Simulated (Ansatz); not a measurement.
Consider CaF2 in the fluorite structure (space group Fm-3m, No. 225; a = 5.4391 Å). Axes: x, y, z lie along the cube axes.

Perturbation: tensile biaxial strain of 1.74 % in the plane normal to [111], as in epitaxy on a mismatched substrate; the out-of-plane cell vector and the atoms relax.

The values are results of r2SCAN, PAW, 500 eV (Ansatz, a quantum-chemistry and plane-wave program; no spin-orbit coupling), not measurements.

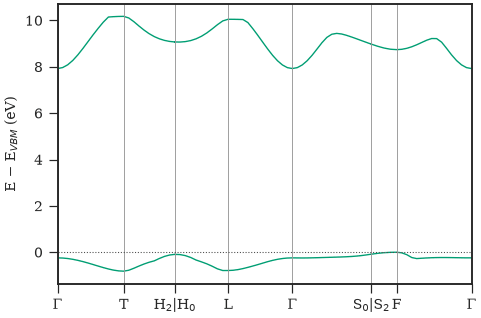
*Highest valence and lowest conduction band along the path of the changed cell's own zone*

Problem. Read the changed gap and its character from the plot.

Solution. About 7.9 eV, indirect, F → Γ.

No phonon test of stability was made. Labels are those of the standard path for the cell's own space group.
